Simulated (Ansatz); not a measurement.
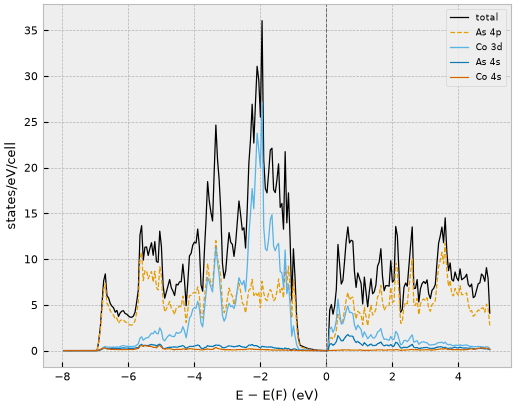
*Total and projected density of states of CoAs$_{3}$ in space group Im-3 (No. 204; Co on 8c, As on 24g), the program Ansatz at the PBEsol level (PAW)*

Q: Which orbitals carry the states next to the Fermi level?

A: Within 0.5 eV of the Fermi level: Co 3d 46 %, As 4p 35 %, As 4s 15 %. Projections are on Löwdin-orthogonalised atomic valence shells; empty p or d shells of many metals are not among them.

Q: Where is the tallest occupied peak in this window, and what makes it?

A: Near -1.9 eV, about 36 states/eV per cell; the largest projected share is Co 3d.

The first step of the workflow began from a Materials Project structure, measured or hypothetical; the Crystallography Open Database files this formula in space group No. 204, but the cells were not matched. Whether it is the stable phase at ambient conditions was not checked. The PBEsol relaxation kept the symmetry of its start; its stability against distortions is not shown here. No spin polarisation was allowed. Spin–orbit coupling is left out wherever it is not named.

Potentials: the later of the program's two PAW sets.
